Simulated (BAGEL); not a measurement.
# BN (boron nitride): FCI/STO-3G (density fitting with cc-pvqz-jkfit)

Aim: the energy change on altering one bond length of BN (boron nitride) at FCI/STO-3G (density fitting with cc-pvqz-jkfit), from 2 runs. 

Program for the calculation: BAGEL 1.2.2.

2 further runs of the same task are left out: 2 set aside as unsound or not needed.

**1. The structure to begin with**

BN: 2 atoms, total charge 0, spin state triplet. As SMILES, `B#N`. The coordinates come from a PBE0-D4/def2-TZVP relaxation.

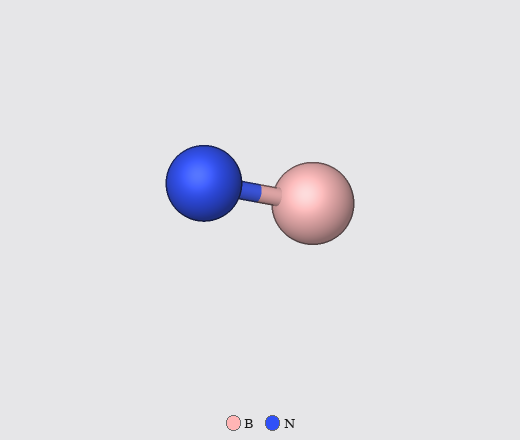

Viewed from a chosen angle; boron pink, nitrogen blue.

**2. The energy at FCI/STO-3G (density fitting with cc-pvqz-jkfit)**

File calc.json:

```json
{ "bagel" : [

{
  "title" : "molecule",
  "basis" : "sto-3g",
  "df_basis" : "cc-pvqz-jkfit",
  "angstrom" : "true",
  "geometry" : [
    { "atom" : "B", "xyz" : [    0.000000,    0.000000,   -0.023520 ] },
    { "atom" : "N", "xyz" : [    0.000000,    0.000000,    1.291950 ] }
  ]
},
{ "title" : "hf" },
{ "title" : "fci", "nstate" : 1, "ncore" : 2, "nspin" : 2 }

]}
```

Run with:

```console
$ BAGEL_NUM_THREADS=1 BAGEL calc.json > calc.out
```

Log:

```text
* using 1 threads per process

  ===============================================================
  ===============================================================

  *** Geometry ***

  { "atom" : "B", "xyz" : [      0.000000,      0.000000,     -0.044446 ] },
  { "atom" : "N", "xyz" : [      0.000000,      0.000000,      2.441432 ] },

  Number of auxiliary basis functions:      212

  Since a DF basis is specified, we compute 2- and 3-index integrals:
    o Being stored without compression. Storage requirement is 0.000 GB

  Number of basis functions:       10
  Number of electrons      :       12

    * METHOD: MOLECULE                             0.02

  *** RHF ***

  === Nuclear Repulsion ===
    14.0795323143

      * DIIS with orbital gradients will be used.

  === RHF iteration (sto-3g) ===
      0        -77.64059633          0.09368480           0.00
      1        -77.19616270          0.19793555           0.00
      2        -77.83255883          0.00936999           0.00
      3        -77.83478728          0.00224579           0.00
      4        -77.83556327          0.00192763           0.00
      5        -77.83607373          0.00084921           0.00
      6        -77.83608658          0.00018860           0.00
      7        -77.83608871          0.00003197           0.00
      8        -77.83608874          0.00000486           0.00
      9        -77.83608874          0.00000025           0.00
     10        -77.83608874          0.00000001           0.00
     11        -77.83608874          0.00000000           0.00
    * SCF iteration converged.

    * Permanent dipole moment:
           (   -0.000000,    -0.000000,     1.225831) a.u.

    * METHOD: HF                                   0.02

  ---------------------------
        FCI calculation
  ---------------------------

  Performs exactly the same way as Knowles & Handy 1984 CPL

  o alpha-beta strings
      length:           112
  o size of the space
      determinant space:  3136
      spin-adapted space: 2352

  o single displacement lists (alpha)
      length:          1120
  o single displacement lists (beta)
      length:          1008

     guess   0:   closed 11.1....             open ..1.1...

  === FCI iteration ===

      0  0       -77.88175295     9.02e-03      0.00
      1  0       -78.00026498     5.17e-03      0.00
      2  0       -78.04198360     2.57e-03      0.00
      3  0       -78.04969901     1.16e-03      0.00
      4  0       -78.05171714     5.44e-04      0.00
      5  0       -78.05218533     2.88e-04      0.00
      6  0       -78.05232761     1.46e-04      0.00
      7  0       -78.05236595     8.37e-05      0.00
      8  0       -78.05237578     5.29e-05      0.00
      9  0       -78.05237967     3.23e-05      0.00
     10  0       -78.05238091     1.61e-05      0.00
     11  0       -78.05238123     8.43e-06      0.00
     12  0       -78.05238134     3.86e-06      0.00
     13  0       -78.05238136     2.05e-06      0.00
     14  0       -78.05238137     9.67e-07      0.00
     15  0       -78.05238137     4.77e-07      0.00
     16  0       -78.05238137     1.93e-07      0.00
     17  0       -78.05238137     7.72e-08      0.00
     18  0       -78.05238137     2.86e-08      0.00
     19  0       -78.05238137     1.11e-08      0.00
    ** throwing out 1 trial vectors **
     20  0       -78.05238137     4.15e-09      0.00
    ** throwing out 1 trial vectors **
     21  0       -78.05238137     1.57e-09      0.00
    ** throwing out 1 trial vectors **
     22  0       -78.05238137     6.83e-10      0.00
    ** throwing out 1 trial vectors **
     23  0       -78.05238137     2.69e-10      0.00
    ** throwing out 1 trial vectors **
     24  0       -78.05238137     1.15e-10      0.00
    ** throwing out 1 trial vectors **
     25  0 *     -78.05238137     4.94e-11      0.00

     * ci vector, state   0, <S^2> = 2.0000
       22a2a...     0.9127543467
       2aa22...    -0.2320515906
       22a.a.2.     0.1283156896
       2aab2.a.    -0.0807906932
       22.aaab.     0.0790242919
       22aab.a.     0.0780826608
       22.2aa..    -0.0670081935
       a2a22...    -0.0665356954
       2a.22a..    -0.0662915924
       2baa2.a.     0.0635276608
       2a22.a..     0.0630440680
       2aa.2.2.     0.0624149306
       22.baaa.     0.0599146776
       2.a2a2..    -0.0536655541

    * METHOD: FCI                                  0.03

  ===============================================================
```

Wall time 0.24 s (1 thread of Arm Neoverse V2, shared host).

**3. The distorted shape, same level**

File calc.json:

```json
{ "bagel": [

{
  "title": "molecule",
  "basis": "sto-3g",
  "df_basis": "cc-pvqz-jkfit",
  "angstrom": "true",
  "geometry": [
    { "atom": "B", "xyz": [    0.000000,    0.000000,   -1.602050 ] },
    { "atom": "N", "xyz": [    0.000000,    0.000000,    1.291950 ] }
  ]
},
{
  "title": "hf"
},
{
  "title": "fci",
  "nstate": 1,
  "charge": 0,
  "ncore": 2,
  "nspin": 2
}

]}
```

Run with:

```console
$ BAGEL_NUM_THREADS=1 BAGEL calc.json > calc.out
```

Log:

```text
* using 1 threads per process

  ===============================================================
  ===============================================================

  *** Geometry ***

  { "atom" : "B", "xyz" : [      0.000000,      0.000000,     -3.027436 ] },
  { "atom" : "N", "xyz" : [      0.000000,      0.000000,      2.441432 ] },

  Number of auxiliary basis functions:      212

  Since a DF basis is specified, we compute 2- and 3-index integrals:
    o Being stored without compression. Storage requirement is 0.000 GB

  Number of basis functions:       10
  Number of electrons      :       12

    * METHOD: MOLECULE                             0.02

  *** RHF ***

  === Nuclear Repulsion ===
     6.3998626031

      * DIIS with orbital gradients will be used.

  === RHF iteration (sto-3g) ===
      0        -77.39668290          0.02583151           0.00
      1        -74.34128892          0.22485391           0.00
      2        -77.54181997          0.00919152           0.00
[... 9 lines of this table left out ...]
     12        -77.55783500          0.00000000           0.00
    * SCF iteration converged.

    * Permanent dipole moment:
           (   -0.000000,    -0.000000,     1.243686) a.u.

    * METHOD: HF                                   0.02

[... 139 lines left out ...]
     76  0       -77.91092853     1.71e-10      0.00
    ** throwing out 1 trial vectors **
     77  0       -77.91092853     1.72e-10      0.00
    ** throwing out 1 trial vectors **
     78  0       -77.91092853     2.47e-10      0.00
    ** throwing out 1 trial vectors **
     79  0       -77.91092853     3.60e-10      0.00
    ** throwing out 1 trial vectors **
     80  0       -77.91092853     3.82e-10      0.00
    ** throwing out 1 trial vectors **
     81  0       -77.91092853     2.74e-10      0.00
    ** throwing out 1 trial vectors **
     82  0       -77.91092853     1.68e-10      0.00
    ** throwing out 1 trial vectors **
     83  0       -77.91092853     1.34e-10      0.00
    ** throwing out 1 trial vectors **
     84  0       -77.91092853     1.22e-10      0.00
    ** throwing out 1 trial vectors **
     85  0       -77.91092853     1.15e-10      0.00
    ** throwing out 1 trial vectors **
     86  0 *     -77.91092853     8.17e-11      0.00

     * ci vector, state   0, <S^2> = 2.0000
       22a2...a    -0.6524139514
       22a.2..a     0.4620143594
       22aab..a     0.3706112070
       22aaa..b     0.2568596825
       22baa..a    -0.2567914219
       22aba..a    -0.1430398890
       2.a2.2.a    -0.1158340960
       2.a2..2a    -0.1155612842
       2.a.22.a     0.0813194330
       2.a.2.2a     0.0812449934
       2.aab2.a     0.0650398977
       2.aab.2a     0.0649895152
       22a2.a..    -0.0538354215

    * METHOD: FCI                                  0.12

  ===============================================================
```

Wall time 0.34 s (1 thread of Arm Neoverse V2, shared host).

**4. What came out**

Level: FCI/STO-3G (density fitting with cc-pvqz-jkfit), 2 core orbitals frozen.

```
                                                         quantity         value
                                        first shape: total energy  -78.05238 Eh
                                    distorted shape: total energy  -77.91093 Eh
energy change with the B1–N2 bond stretched from 1.315 to 2.894 Å      3.849 eV
```

**Reading.** With the B1–N2 bond stretched from 1.315 to 2.894 Å the energy rises by 3.85 eV (89 kcal/mol). The first shape isn't relaxed at this level, so the change isn't measured from a minimum. The minimal basis adds a large error of its own.
